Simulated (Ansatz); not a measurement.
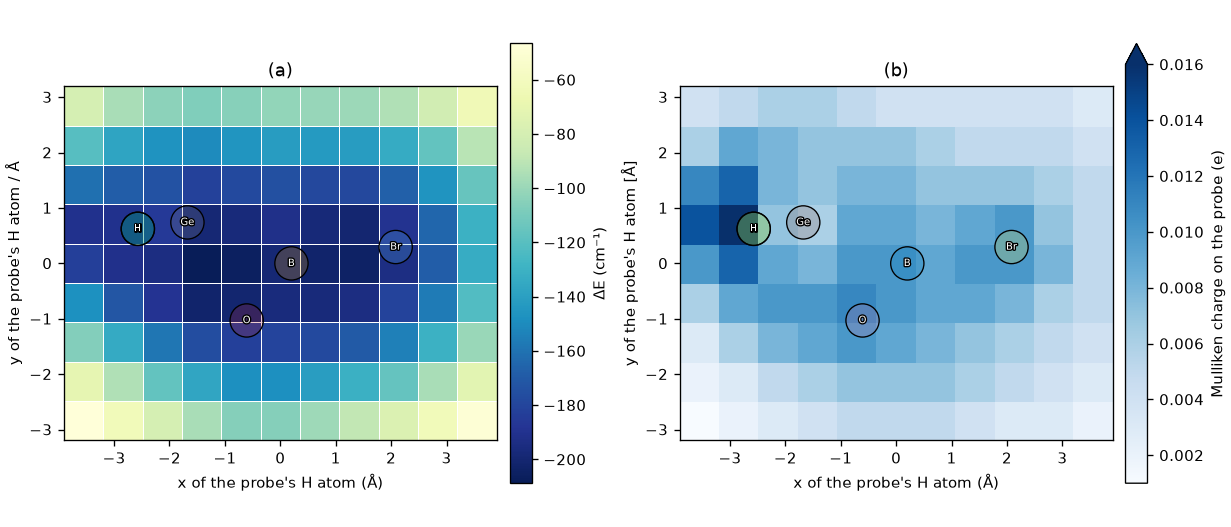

BBrGeH₂O (SMILES Br[B]1[O][GeH2]1) with the probe H2. The probe is moved over a plane parallel to the molecule's main plane, 3.76 Å above it. Coordinates scanned: (1) x of the probe's H atom; (2) y of the probe's H atom. Nothing is relaxed (molecule and probe rigid, the probe upright with H nearest the plane). Grid: 11 × 9 points. Energies are in cm⁻¹, from molecule and probe far apart, each relaxed in its own basis (no counterpoise correction). Level of theory: RKS PBE-D4/def2-SVPD in Ansatz 0.2.0.

Panel (a) is the energy; panel (b) is the computed Mulliken charge on the probe, in e.

Drawn: one coloured cell a grid point, labelled circles for the molecule's atoms, projected on the plane.

How does the Mulliken charge on the probe vary over the map, and what is it at the lowest grid point?

Leaving out the highest fifth of the energies, it runs from 0.00 e at x of the probe's H atom = −3.55 Å, y of the probe's H atom = −1.42 Å to 0.02 e at x of the probe's H atom = −2.84 Å, y of the probe's H atom = 0.71 Å. At the lowest grid point, x of the probe's H atom = −1.42 Å, y of the probe's H atom = 0.00 Å, it is 0.01 e.
